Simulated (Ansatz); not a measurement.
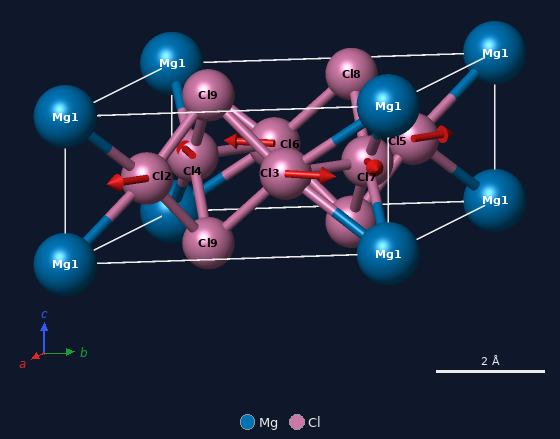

A relaxation of a crystal of MgCl$_{8}$ (a generated structure, set up in P6/mmm) (coarse preliminary run). The starting structure is drawn; red arrows show the displacements (the part carried along by the change of the cell is left out), magnified 3 times.

The picture is a ball-and-stick view of the cell of the calculation, seen slightly off an axis.

The calculation used DFT PBE, scalar-relativistic, plane waves, PAW (Ansatz 0.2.0). Set-up: plane-wave cutoff 420 eV; k-point mesh 3 × 3 × 6; occupations gaussian; smearing width 0.1 eV; no spin polarisation; cell and atoms relaxed; force threshold 0.04 eV/Å; at most 70 steps.

### What happened in the run?

The energy falls by 4334 meV per atom in 10 accepted moves (12 points after the start). Largest force component: 2.7 eV/Å at the start, 0.034 eV/Å at the end. The pressure goes from 181.79 to −0.18 GPa. At 2 points the geometry stayed and the basis and grid were re-selected for the new cell (energy shift of 111 meV per atom at most each time). The largest moves relative to the cell, 0.33 Å, are those of Cl2, Cl3, Cl4, Cl5, Cl6 and Cl7. Cl7 goes along [2 1 0]. Mg stays in place. The volume changes by +165.6 %, with a = b 6.101 → 8.858 Å (+45.2 %), c 2.781 → 3.504 Å (+26.0 %). Near-neighbour distances that change, for instance: Cl2–Cl3 2.624 → 4.383 Å, Cl2–Cl9 2.056 → 3.078 Å, Cl2–Cl2 2.781 → 3.504 Å, Mg1–Mg1 2.781 → 3.504 Å. Bonds break: Cl2–Cl9 (2.06 → 3.08 Å), Cl3–Cl9 (2.06 → 3.08 Å), Cl4–Cl9 (2.06 → 3.08 Å), Cl5–Cl8 (2.06 → 3.08 Å). The space group stays P6/mmm (No. 191). The run took 4.2 min on 1 thread of Intel(R) Xeon(R) Processor @ 2.50GHz (Skylake/Cascade Lake), on a shared host, peak memory 0.49 GiB.

Limits of the set-up: the k-point mesh is coarse for a cell with partly filled bands.
